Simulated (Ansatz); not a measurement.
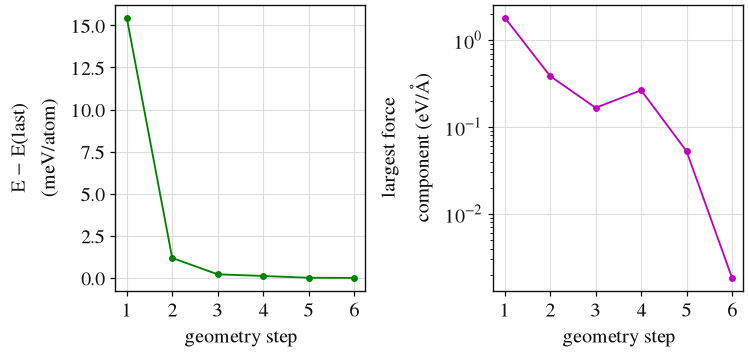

History of a geometry optimisation. Only the atoms move.

```
crystal:
  lattice:
    - [4.5922, 4.5922, 0.0]
    - [-4.5922, 4.5922, 0.0]
    - [0.0, 0.0, 8.8722]
  atoms:
    - { symbol: Sn, position: [0.0, 0.0, 0.0] }
    - { symbol: Ti, position: [0.0, 0.0, 0.3333333333] }
    - { symbol: Ti, position: [0.0, 0.0, 0.6666666667] }
    - { symbol: Ti, position: [0.5, 0.5, 0.0] }
    - { symbol: Ti, position: [0.5, 0.5, 0.3333333333] }
    - { symbol: Ti, position: [0.5, 0.5, 0.6666666667] }
    - { symbol: Ti, position: [0.5, 0.0, 0.1666666667] }
    - { symbol: Ti, position: [0.5, 0.0, 0.5] }
    - { symbol: Ti, position: [0.5, 0.0, 0.8333333333] }
    - { symbol: Ti, position: [0.0, 0.5, 0.1666666667] }
    - { symbol: Ti, position: [0.0, 0.5, 0.5] }
    - { symbol: Ti, position: [0.0, 0.5, 0.8333333333] }
    - { symbol: O, position: [0.30496, 0.0, 0.0] }
    - { symbol: O, position: [0.30496, 0.0, 0.3333333333] }
    - { symbol: O, position: [0.30496, 0.0, 0.6666666667] }
    - { symbol: O, position: [0.80496, 0.5, 0.0] }
    - { symbol: O, position: [0.80496, 0.5, 0.3333333333] }
    - { symbol: O, position: [0.80496, 0.5, 0.6666666667] }
    - { symbol: O, position: [0.5, 0.30496, 0.1666666667] }
    - { symbol: O, position: [0.5, 0.30496, 0.5] }
    - { symbol: O, position: [0.5, 0.30496, 0.8333333333] }
    - { symbol: O, position: [0.0, 0.80496, 0.1666666667] }
    - { symbol: O, position: [0.0, 0.80496, 0.5] }
    - { symbol: O, position: [0.0, 0.80496, 0.8333333333] }
    - { symbol: O, position: [0.69504, 0.0, 0.0] }
    - { symbol: O, position: [0.69504, 0.0, 0.3333333333] }
    - { symbol: O, position: [0.69504, 0.0, 0.6666666667] }
    - { symbol: O, position: [0.19504, 0.5, 0.0] }
    - { symbol: O, position: [0.19504, 0.5, 0.3333333333] }
    - { symbol: O, position: [0.19504, 0.5, 0.6666666667] }
    - { symbol: O, position: [0.5, 0.69504, 0.1666666667] }
    - { symbol: O, position: [0.5, 0.69504, 0.5] }
    - { symbol: O, position: [0.5, 0.69504, 0.8333333333] }
    - { symbol: O, position: [0.0, 0.19504, 0.1666666667] }
    - { symbol: O, position: [0.0, 0.19504, 0.5] }
    - { symbol: O, position: [0.0, 0.19504, 0.8333333333] }
kpoints:
  mp_grid: { grid: [3, 3, 2] }
scf:
  occupations: { method: fermi_dirac, width: 0.01 }
hamiltonian:
  xc: pbe
  pseudopotentials: { kind: paw }
output:
  forces: true
  stress: true
  populations: true
  efg:
    quadrupole_moments_barn: { Sn: -0.132, Ti: 0.247, O: -0.02558 }
    contact_densities: true
  write_density: true
  write_potential: true
  elf: true
  volumetric_format: npy
relax:
  f_tol: 0.03
  max_steps: 40
```

Command:
```bash
ansatz run input.yaml --threads 1 --pin off --max-ram 3072MiB --backend cpu --events-out ev --progress --plain --runs-dir out
```

How did it end, and what did it gain?

The optimisation met its thresholds at geometry 6, counting the start as the first. The energy fell by about 15 meV/atom from the first step to the last. The largest force component goes from about 1.8 eV/Å at the start to 1.8 × 10⁻³ eV/Å at the end.
